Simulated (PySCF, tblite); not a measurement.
# Dimethyl ether (C₂H₆O): isotopologues and vibrational averages

Aim: rotational constants, zero-point energies and shieldings of isotopologues of Dimethyl ether (C₂H₆O) (`COC`).

Computed with tblite 0.8.0 (tight binding) and PySCF 2.14.0 (DFT, with response routines of our own); each step states its level. Atoms count from 0 throughout.

### 1 The molecule as given

9 atoms, charge 0, multiplicity 1; geometry from: force field or distance geometry start.

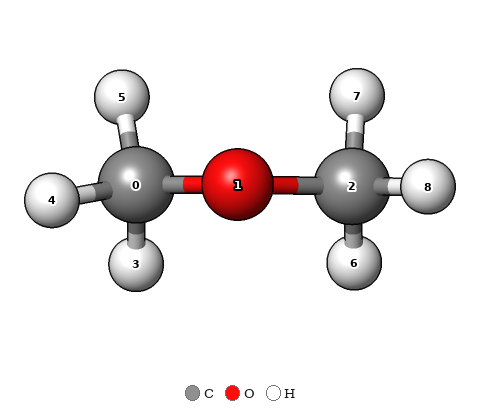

The starting geometry (carbon grey, oxygen red, hydrogen white), atoms numbered.

### 2 GFN2-xTB relaxation, lowest of a short conformer search

Job settings and geometry (Å):

```
{"job": {"xc": "GFN2-xTB", "basis": "xTB", "kind": "relax"}, "charge": 0, "multiplicity": 1}
C     -1.122500    -0.007200     0.073600
O     -0.001400     0.257400     0.713700
C      1.192800     0.023000    -0.013800
H     -1.131200    -1.038100    -0.290600
H     -1.989400     0.056300     0.846200
H     -1.338000     0.677900    -0.802100
H      1.209700    -0.981600    -0.406300
H      1.189400     0.756300    -0.871100
H      2.044800     0.279900     0.649600
```

Started as:

```sh
$ OMP_NUM_THREADS=1 python ens_run.py task.json out
```

One launch serves the whole session.

Output:

```text
step      E/eV     max force
  0    -309.61376    3.622
  1    -309.84793    0.708
  2    -309.86906    0.407
  3    -309.88763    0.319
  4    -309.89181    0.178
  5    -309.89305    0.092
  6    -309.89373    0.087
  7    -309.89422    0.055
  8    -309.89441    0.038
  9    -309.89455    0.036
 10    -309.89473    0.052
 11    -309.89500    0.058
 12    -309.89531    0.055
 13    -309.89558    0.052
 14    -309.89582    0.055
 15    -309.89611    0.060
 16    -309.89656    0.083
 17    -309.89705    0.077
 18    -309.89732    0.037
 19    -309.89738    0.011
 20    -309.89739    0.009
 21    -309.89740    0.008
 22    -309.89741    0.009
 23    -309.89742    0.009
 24    -309.89743    0.010
 25    -309.89743    0.010
 26    -309.89744    0.009
 27    -309.89745    0.007
 28    -309.89745    0.006
 29    -309.89746    0.004
 30    -309.89746    0.005
 31    -309.89746    0.004
```

Run time: 0.08 s. Hardware: 1 thread of Arm Neoverse V2, shared host.

Relaxing gained 0.284 eV and moved the atoms by 0.06 Å on average (rms).

### 3 Tight optimisation and Hessian

Job settings and geometry (Å):

```
{"job": {"xc": "B3LYP", "basis": "pcSseg-1", "grid": 2, "temperatures": [250, 298.15], "kind": "geom"}, "charge": 0, "multiplicity": 1}
C     -1.160240    -0.032880     0.079658
O      0.030665     0.218584     0.778429
C      1.174785     0.060894    -0.019054
H     -1.187709    -1.060459    -0.305022
H     -1.974557     0.110861     0.786649
H     -1.281272     0.659630    -0.763273
H      1.258189    -0.966004    -0.397847
H      1.163188     0.749235    -0.874029
H      2.031196     0.284115     0.613771
```

Output:

```text
step   0  E = -4218.1284004 eV  max force = 0.27564
step   1  E = -4218.1358144 eV  max force = 0.04731
step   2  E = -4218.1359184 eV  max force = 0.00249
step   3  E = -4218.1359191 eV  max force = 0.00019
step   4  E = -4218.1359191 eV  max force = 0.00019
harmonic wavenumbers (cm-1): 213.5 252.4 415.5 945.3 1124.9 1159.7 1190.2 1202.9 1266.5 1454.4 1474.0 1481.5 1483.0 1488.3 1508.8 2945.0 2958.4 2992.9 2998.8 3109.6 3110.7
```

It took 2.3 min on 1 thread of Arm Neoverse V2, shared host; peak memory 0.49 GiB.

### 4 Displacements along the modes, parent

Job settings and geometry (Å):

```
{"job": {"xc": "B3LYP", "basis": "pcSseg-1", "grid": 2, "temperatures": [250, 298.15], "kind": "vib", "mass_numbers": [12, 16, 12, 1, 1, 1, 1, 1, 1]}, "charge": 0, "multiplicity": 1}
C     -1.164964    -0.033461     0.083189
O      0.030933     0.221367     0.785126
C      1.179761     0.063228    -0.016706
H     -1.201691    -1.067721    -0.299319
H     -1.991544     0.113663     0.783601
H     -1.293267     0.655318    -0.769155
H      1.268107    -0.965487    -0.405688
H      1.178914     0.758194    -0.873673
H      2.047997     0.278875     0.611906
```

Output:

```text
mode    cm-1    km/mol   phi_rrr   E(+)/cm-1  E(-)/cm-1
  1    213.51     0.00      -4.4      51.84      52.11
  2    252.43     7.42      10.1      50.91      50.66
  3    415.50     2.85     -73.9      72.49      77.78
  4    945.31    39.23    -221.0     162.38     178.37
  5   1124.91    39.72      -0.2     202.78     202.80
  6   1159.67     0.00       0.5     209.18     209.08
  7   1190.25     7.10       0.2     214.61     214.43
  8   1202.93   105.34      -0.3     216.65     216.66
  9   1266.55     5.34      10.5     228.50     227.72
 10   1454.41     5.76       2.8     262.05     261.84
 11   1474.02     0.02      -0.7     265.34     265.37
 12   1481.54    15.93     -24.5     265.82     267.61
 13   1483.04     0.90     -39.7     265.60     268.43
 14   1488.34    18.82       2.9     268.06     267.84
 15   1508.84     2.46     -71.3     269.14     274.21
 16   2944.95    59.98     -35.2     529.82     532.35
 17   2958.42    64.62     872.8     565.11     502.29
 18   2992.88   151.56       8.0     540.56     539.98
 19   2998.79     0.15       3.9     541.45     541.14
 20   3109.58    29.01     310.7     573.46     551.15
 21   3110.68    19.45   -1299.0     515.94     609.26
```

Run time: 2.4 min. Hardware: 1 thread of Arm Neoverse V2, shared host; peak memory 0.49 GiB.

### 5 Displacements along the modes, 2H at atom 3

Changed since step 4:

```diff
@@ -1,2 +1,2 @@
-{"job": {"xc": "B3LYP", "basis": "pcSseg-1", "grid": 2, "temperatures": [250, 298.15], "kind": "vib", "mass_numbers": [12, 16, 12, 1, 1, 1, 1, 1, 1]}, "charge": 0, "multiplicity": 1}
+{"job": {"xc": "B3LYP", "basis": "pcSseg-1", "grid": 2, "temperatures": [250, 298.15], "kind": "vib", "mass_numbers": [12, 16, 12, 2, 1, 1, 1, 1, 1]}, "charge": 0, "multiplicity": 1}
 C     -1.164964    -0.033461     0.083189
```

Output:

```text
mode    cm-1    km/mol   phi_rrr   E(+)/cm-1  E(-)/cm-1
  1    196.99     0.51       1.7      46.62      46.41
  2    244.05     6.79     -22.9      49.88      51.15
  3    403.22     2.67      72.0      75.53      70.34
  4    928.08    28.36    -153.3     161.59     172.76
  5    967.16    14.15     -82.9     171.36     177.28
  6   1108.46    17.84      32.5     200.97     198.66
  7   1176.06     4.53       7.2     212.62     212.02
  8   1182.91   105.93      39.9     214.52     211.63
  9   1233.34    22.36     -13.8     221.74     222.69
 10   1336.11    13.79       6.8     240.91     240.47
 11   1369.09     5.45      15.0     247.39     246.34
 12   1465.61     1.06      -1.8     263.86     264.00
 13   1477.26     5.23     -60.1     263.86     268.14
 14   1482.21     6.73      71.6     269.46     264.30
 15   1497.18    11.55     105.3     273.40     265.83
 16   2182.21    41.95   -1240.0     351.36     440.42
 17   2950.58    62.89   -1163.4     491.40     575.05
 18   2974.95    80.38   -1764.2     477.12     603.78
 19   2995.85    64.69     -54.2     540.32     544.23
 20   3107.41    28.27    1730.4     626.28     502.12
 21   3110.16    21.12    1721.9     626.37     502.82
```

Run time: 2.5 min. Hardware: 1 thread of Arm Neoverse V2, shared host; peak memory 0.49 GiB.

### 6 Displacements along the modes, 2H at atom 4

Changed since step 5:

```diff
@@ -1,2 +1,2 @@
-{"job": {"xc": "B3LYP", "basis": "pcSseg-1", "grid": 2, "temperatures": [250, 298.15], "kind": "vib", "mass_numbers": [12, 16, 12, 2, 1, 1, 1, 1, 1]}, "charge": 0, "multiplicity": 1}
+{"job": {"xc": "B3LYP", "basis": "pcSseg-1", "grid": 2, "temperatures": [250, 298.15], "kind": "vib", "mass_numbers": [12, 16, 12, 1, 2, 1, 1, 1, 1]}, "charge": 0, "multiplicity": 1}
 C     -1.164964    -0.033461     0.083189
```

Output:

```text
mode    cm-1    km/mol   phi_rrr   E(+)/cm-1  E(-)/cm-1
  1    197.87     0.72      -3.2      46.23      46.47
  2    239.90     6.31      13.7      52.53      51.85
  3    404.94     2.82      68.5      75.69      70.79
  4    871.40    17.27    -138.8     152.00     162.07
  5   1028.68    21.28    -127.0     180.76     189.95
  6   1122.12     0.23       0.1     202.44     202.28
  7   1168.60   119.61    -164.8     204.72     216.59
  8   1179.88     4.24      -2.3     212.87     212.92
  9   1232.36    30.00     -13.4     221.60     222.59
 10   1306.50     8.03      -2.9     235.19     235.45
 11   1366.92     0.91     -43.1     244.79     247.95
 12   1466.31     7.91      37.3     265.48     262.79
 13   1477.66     8.31       1.1     266.11     265.99
 14   1487.30    17.08     -24.0     266.87     268.62
 15   1508.81     2.40     -70.9     269.15     274.19
 16   2276.94    19.91    1220.3     456.61     368.98
 17   2948.69    51.33    -852.1     501.72     562.98
 18   2965.43    67.96    1090.3     574.91     496.47
 19   2992.75   151.22      -8.6     539.93     540.55
 20   2998.59     0.00       4.3     541.42     541.09
 21   3110.04    24.30   -1823.2     499.59     630.40
```

Run time: 2.5 min. Hardware: 1 thread of Arm Neoverse V2, shared host; peak memory 0.49 GiB.

### 7 Displacements along the modes, 13C at atom 0, 2H at atom 4

Changed since step 6:

```diff
@@ -1,2 +1,2 @@
-{"job": {"xc": "B3LYP", "basis": "pcSseg-1", "grid": 2, "temperatures": [250, 298.15], "kind": "vib", "mass_numbers": [12, 16, 12, 1, 2, 1, 1, 1, 1]}, "charge": 0, "multiplicity": 1}
+{"job": {"xc": "B3LYP", "basis": "pcSseg-1", "grid": 2, "temperatures": [250, 298.15], "kind": "vib", "mass_numbers": [13, 16, 12, 1, 2, 1, 1, 1, 1]}, "charge": 0, "multiplicity": 1}
 C     -1.164964    -0.033461     0.083189
```

Output:

```text
mode    cm-1    km/mol   phi_rrr   E(+)/cm-1  E(-)/cm-1
  1    197.72     0.71       3.1      46.43      46.19
  2    239.70     6.28     -13.7      51.81      52.49
  3    402.40     2.73      67.9      75.20      70.34
  4    865.67    17.73    -140.4     150.91     161.09
  5   1015.12    21.63    -129.0     178.26     187.60
  6   1111.61     0.29       0.1     200.57     200.40
  7   1163.83   123.96    -183.7     203.21     216.44
  8   1179.00     4.08      -2.1     212.75     212.79
  9   1228.82    23.38      -5.1     221.29     221.68
 10   1306.40     8.08      -2.9     235.18     235.44
 11   1359.69     0.28     -46.1     243.38     246.75
 12   1465.90     8.45     -35.3     262.79     265.33
 13   1477.66     8.32      -1.7     265.97     266.13
 14   1485.78    15.13      10.0     267.85     267.10
 15   1507.01     2.89      71.5     273.89     268.81
 16   2264.05    18.88    1213.2     454.02     366.90
 17   2947.36    48.43    -497.5     513.88     549.65
 18   2960.96    69.85     972.2     569.46     499.49
 19   2983.85   108.39      -5.1     539.67     540.03
 20   2996.33    41.73      12.1     542.54     541.65
 21   3110.04    24.34   -1823.2     499.59     630.40
```

Wall time 2.5 min (1 thread of Arm Neoverse V2, shared host); peak memory 0.49 GiB.

### 8 Displacements along the modes, 13C at atom 0

Changed since step 7:

```diff
@@ -1,2 +1,2 @@
-{"job": {"xc": "B3LYP", "basis": "pcSseg-1", "grid": 2, "temperatures": [250, 298.15], "kind": "vib", "mass_numbers": [13, 16, 12, 1, 2, 1, 1, 1, 1]}, "charge": 0, "multiplicity": 1}
+{"job": {"xc": "B3LYP", "basis": "pcSseg-1", "grid": 2, "temperatures": [250, 298.15], "kind": "vib", "mass_numbers": [13, 16, 12, 1, 1, 1, 1, 1, 1]}, "charge": 0, "multiplicity": 1}
 C     -1.164964    -0.033461     0.083189
```

Output:

```text
mode    cm-1    km/mol   phi_rrr   E(+)/cm-1  E(-)/cm-1
  1    213.40     0.00      -4.5      51.86      52.14
  2    252.16     7.36      10.1      50.88      50.63
  3    412.38     2.75     -73.0      71.95      77.18
  4    934.50    38.79    -218.1     160.54     176.32
  5   1117.68    44.36     -10.0     201.12     201.85
  6   1154.86     0.08       0.5     208.35     208.22
  7   1186.50     6.79      -0.5     213.77     213.97
  8   1195.80    99.19     -22.8     214.55     216.19
  9   1260.58     5.22     -10.9     226.63     227.44
 10   1451.97     4.60       6.6     261.73     261.28
 11   1472.93     0.25      -2.4     265.07     265.24
 12   1479.65     1.33      47.9     268.14     264.71
 13   1480.66    15.51     -31.0     265.46     267.65
 14   1487.18    18.41      -3.7     267.61     267.87
 15   1507.18     2.91     -72.2     268.81     273.94
 16   2943.02    58.25    -317.5     519.40     542.24
 17   2956.73    64.81     893.7     565.63     501.31
 18   2984.19   110.25       3.6     540.01     539.76
 19   2996.36    40.39      11.9     542.51     541.64
 20   3099.70    24.41   -1830.9     497.47     628.83
 21   3110.07    23.74   -1816.7     499.81     630.15
```

Wall time 2.5 min (1 thread of Arm Neoverse V2, shared host); peak memory 0.49 GiB.

### 9 Displacements along the modes, 18O at atom 1

Changed since step 8:

```diff
@@ -1,2 +1,2 @@
-{"job": {"xc": "B3LYP", "basis": "pcSseg-1", "grid": 2, "temperatures": [250, 298.15], "kind": "vib", "mass_numbers": [13, 16, 12, 1, 1, 1, 1, 1, 1]}, "charge": 0, "multiplicity": 1}
+{"job": {"xc": "B3LYP", "basis": "pcSseg-1", "grid": 2, "temperatures": [250, 298.15], "kind": "vib", "mass_numbers": [12, 18, 12, 1, 1, 1, 1, 1, 1]}, "charge": 0, "multiplicity": 1}
 C     -1.164964    -0.033461     0.083189
```

Output:

```text
mode    cm-1    km/mol   phi_rrr   E(+)/cm-1  E(-)/cm-1
  1    213.51     0.00       4.4      52.11      51.84
  2    249.75     6.88      10.3      50.64      50.39
  3    409.84     2.93      73.2      76.73      71.48
  4    930.74    38.07    -220.2     159.79     175.72
  5   1112.51    69.09      -0.3     200.49     200.52
  6   1159.67     0.00      -0.5     209.08     209.18
  7   1178.50    65.58      -0.7     212.23     212.27
  8   1183.58     6.61       0.2     213.42     213.24
  9   1256.47     3.84      -3.2     226.20     226.45
 10   1452.58     7.71      -2.9     261.51     261.73
 11   1474.02     0.02       0.8     265.37     265.34
 12   1481.28    15.72      22.8     267.51     265.83
 13   1482.94     0.82      38.1     268.35     265.64
 14   1488.26    18.36       3.0     268.05     267.82
 15   1508.20     2.17     -72.0     269.00     274.12
 16   2944.89    60.33     -35.1     529.81     532.33
 17   2958.40    64.74     872.8     565.11     502.28
 18   2992.88   151.57       8.0     540.56     539.98
 19   2998.79     0.15       3.9     541.45     541.14
 20   3109.58    29.03    -310.5     551.16     573.45
 21   3110.68    19.45   -1299.0     515.94     609.26
```

Run time: 2.4 min. Hardware: 1 thread of Arm Neoverse V2, shared host; peak memory 0.49 GiB.

### 10 Vibrational averages by isotopologue

Job settings and geometry (Å):

```
{"job": {"xc": "B3LYP", "basis": "pcSseg-1", "grid": 2, "temperatures": [250, 298.15], "kind": "iso"}, "charge": 0, "multiplicity": 1}
C     -1.164964    -0.033461     0.083189
O      0.030933     0.221367     0.785126
C      1.179761     0.063228    -0.016706
H     -1.201691    -1.067721    -0.299319
H     -1.991544     0.113663     0.783601
H     -1.293267     0.655318    -0.769155
H      1.268107    -0.965487    -0.405688
H      1.178914     0.758194    -0.873673
H      2.047997     0.278875     0.611906
```

Output:

```text
parent
  Be/MHz 39415.474 9957.776 8846.439
  B0/MHz 39303.145 9809.213 8731.024
  ZPE/cm-1 17388.3
  <sigma>(0 K)/ppm 111.705 306.422 111.708 27.813 27.179 27.825 27.809 27.828 27.180
2H at atom 3
  Be/MHz 35271.082 9537.27 8489.798
  B0/MHz 35155.689 9397.631 8380.311
  ZPE/cm-1 16694.5
  <sigma>(0 K)/ppm 112.072 306.970 111.728 27.937 27.199 27.841 27.809 27.828 27.178
2H at atom 4
  Be/MHz 38882.872 9221.866 8237.148
  B0/MHz 38721.1 9091.802 8135.716
  ZPE/cm-1 16675.8
  <sigma>(0 K)/ppm 112.012 306.553 111.745 27.833 27.299 27.843 27.808 27.827 27.178
13C at atom 0, 2H at atom 4
  Be/MHz 38663.183 9016.744 8063.591
  B0/MHz 38506.143 8890.279 7964.681
  ZPE/cm-1 16634.5
  <sigma>(0 K)/ppm 112.033 306.621 111.746 27.835 27.301 27.845 27.808 27.827 27.178
13C at atom 0
  Be/MHz 39241.54 9698.566 8632.874
  B0/MHz 39132.447 9554.955 8520.806
  ZPE/cm-1 17348.8
  <sigma>(0 K)/ppm 111.722 306.487 111.707 27.814 27.180 27.826 27.809 27.828 27.178
18O at atom 1
  Be/MHz 37793.644 9957.776 8762.049
  B0/MHz 37709.469 9810.968 8650.272
  ZPE/cm-1 17348.5
  <sigma>(0 K)/ppm 111.730 306.559 111.732 27.814 27.180 27.826 27.810 27.829 27.180
```

Run time: 17 min. Hardware: 1 thread of Arm Neoverse V2, shared host; peak memory 0.49 GiB. This counts the whole study up to here.

Rotational constants (MHz) at equilibrium and in the ground state:

| isotopologue | Be | B0 | zero-point change (cm⁻¹) |
| --- | --- | --- | --- |
| parent | 39415.5, 9957.8, 8846.4 | 39303.1, 9809.2, 8731.0 | 0.0 |
| 2H at atom 3 | 35271.1, 9537.3, 8489.8 | 35155.7, 9397.6, 8380.3 | -693.8 |
| 2H at atom 4 | 38882.9, 9221.9, 8237.1 | 38721.1, 9091.8, 8135.7 | -712.4 |
| 13C at atom 0, 2H at atom 4 | 38663.2, 9016.7, 8063.6 | 38506.1, 8890.3, 7964.7 | -753.8 |
| 13C at atom 0 | 39241.5, 9698.6, 8632.9 | 39132.4, 9555.0, 8520.8 | -39.5 |
| 18O at atom 1 | 37793.6, 9957.8, 8762.0 | 37709.5, 9811.0, 8650.3 | -39.7 |

Shieldings of the first species (ppm): at equilibrium, the vibrational parts at 0 K, and the averages:

| atom | equilibrium | anharmonic | harmonic | 0 K | 250 K | 298.15 K |
| --- | --- | --- | --- | --- | --- | --- |
| C0 | 116.79 | -0.55 | -4.53 | 111.70 | 111.58 | 111.53 |
| O1 | 321.73 | -2.72 | -12.59 | 306.42 | 308.20 | 308.81 |
| C2 | 116.79 | -0.55 | -4.53 | 111.71 | 111.58 | 111.54 |
| H3 | 28.49 | -0.09 | -0.58 | 27.81 | 27.79 | 27.78 |
| H4 | 27.83 | -0.02 | -0.63 | 27.18 | 27.18 | 27.18 |
| H5 | 28.48 | -0.08 | -0.58 | 27.82 | 27.81 | 27.80 |
| H6 | 28.49 | -0.10 | -0.58 | 27.81 | 27.78 | 27.77 |
| H7 | 28.48 | -0.07 | -0.58 | 27.83 | 27.81 | 27.80 |
| H8 | 27.83 | -0.02 | -0.63 | 27.18 | 27.18 | 27.18 |

Isotope effects on the shieldings at 0 K (ppb; positive means more shielded):

| atom | 2H at atom 3 | 2H at atom 4 | 13C at atom 0, 2H at atom 4 | 13C at atom 0 | 18O at atom 1 |
| --- | --- | --- | --- | --- | --- |
| C0 | 367 | 307 | 328 | 17 | 25 |
| O1 | 548 | 131 | 199 | 65 | 137 |
| C2 | 20 | 37 | 39 | -1 | 24 |
| H3 | 124 | 20 | 22 | 2 | 1 |
| H4 | 20 | 120 | 122 | 1 | 1 |
| H5 | 16 | 18 | 20 | 2 | 1 |
| H6 | 0 | -1 | 0 | 0 | 1 |
| H7 | 0 | -2 | -1 | 0 | 1 |
| H8 | -2 | -2 | -2 | -1 | 1 |

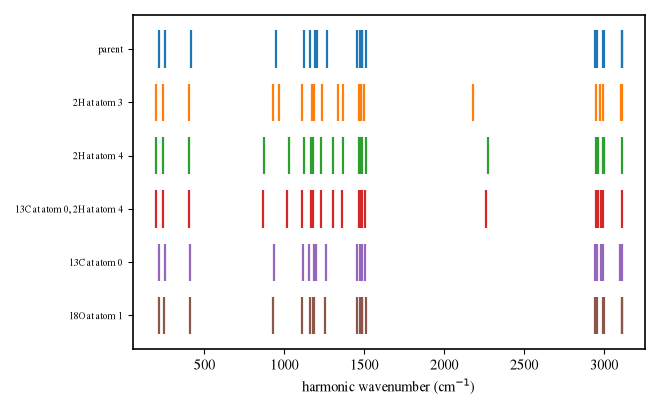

Harmonic wavenumbers of each isotopologue.

### 11 Outcome

```
                  quantity                        value
               point group                          C2v
   B0 of the first species  39303.1, 9809.2, 8731.0 MHz
         zero-point energy                   17388 cm⁻¹
zero-point change of σ(O1)                   -15.31 ppm
```

What this shows: Zero-point motion changes the shielding of O1 most, by -15.31 ppm. The largest secondary isotope effect is 548 ppb on O1, 2 bonds from the change (2H at atom 3). The job flags a low mode; perturbation theory is less sure for low modes. Internal rotors are held in one well.
